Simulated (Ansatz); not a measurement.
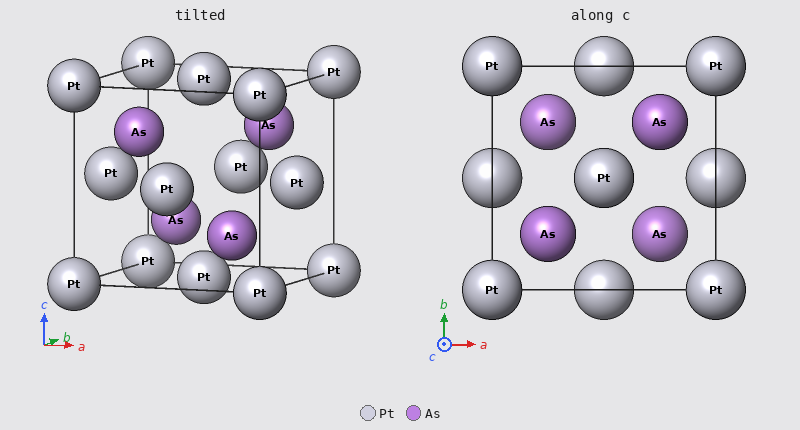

The structure above is drawn in spheres-only style and viewed slightly off an axis and along the c axis. The wireframe shows the conventional unit cell.

AsPt, zinc blende (sphalerite type), space group F-43m (No. 216), a = 5.626 Å, b = 5.626 Å, c = 5.626 Å, α = 90.00°, β = 90.00°, γ = 90.00°. The structure comes from a structure type filled with these elements by a generator (whether the compound takes this form wasn't checked). Earlier steps of the study, as a rule a relaxation of our own, may have changed the cell and positions, so they can lie some per cent off the listed ones. It was the input of a calculation with Ansatz.

This one geometry was computed with Ansatz (DFT, plane waves, PAW) at five levels of theory: LDA, r2SCAN, PBEsol, PBE and PBE with spin-orbit coupling.

**Which level gives the highest pressure at this volume, and what does that say about its equilibrium volume?**

Highest: PBE (0.0 GPa) and PBE with spin-orbit coupling (-0.3 GPa), which points to the largest equilibrium volume. Lowest, with the smallest volume: LDA (-7.1 GPa). Levels within 0.5 GPa of each other can't be told apart.

**How does the band gap change with the level of theory?**

All levels give a metal.

**Collect the results in a table.**

| level | cutoff (eV) | k-mesh of the run's cell | gap (eV) | pressure (GPa) |
| --- | --- | --- | --- | --- |
| LDA | 420 | 12×12×12 | metal | -7.1 |
| r2SCAN | 500 | 12×12×12 | metal | -3.5 |
| PBEsol | 420 | 12×12×12 | metal | -4.6 |
| PBE | 420 | 12×12×12 | metal | 0.0 |
| PBE with spin-orbit coupling | 420 | 12×12×12 | metal | -0.3 |

Gaps are taken on the k-mesh or band path of each run.
